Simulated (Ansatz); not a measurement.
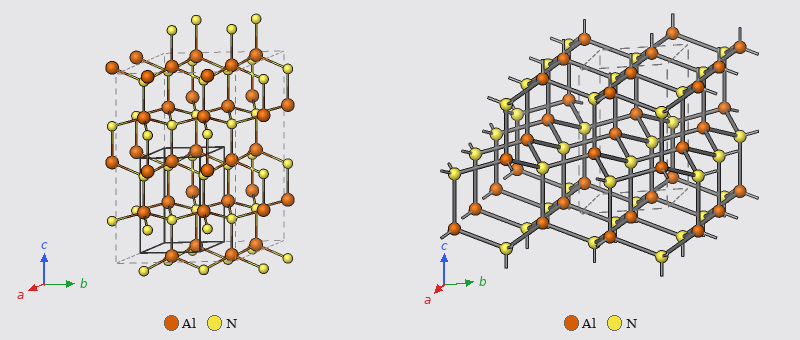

Left: the structure. Right: its underlying net. Nodes are coloured by element. Edges to nodes outside the piece are drawn as stubs.

The compound is AlN (space group P6_3mc, No. 186), taken as the input geometry of an electronic-structure calculation (not necessarily at equilibrium); the starting structure was generated, so it need not be a known form of this composition.

Bonds are taken as Al–N below 2.1 Å; no other contact counts. Simplification: prune 0- and 1-connected atoms, fold 2-connected ones into links.

The result is a uninodal 4-connected, three-periodic net: Al and N are 4-connected nodes. It is the lon net, known from lonsdaleite, wurtzite and tridymite. It is a single net, without interpenetration.

| node | links | point symbol | coordination sequence |
| --- | --- | --- | --- |
| Al and N | 4 | 6^6 | 4 12 25 44 |
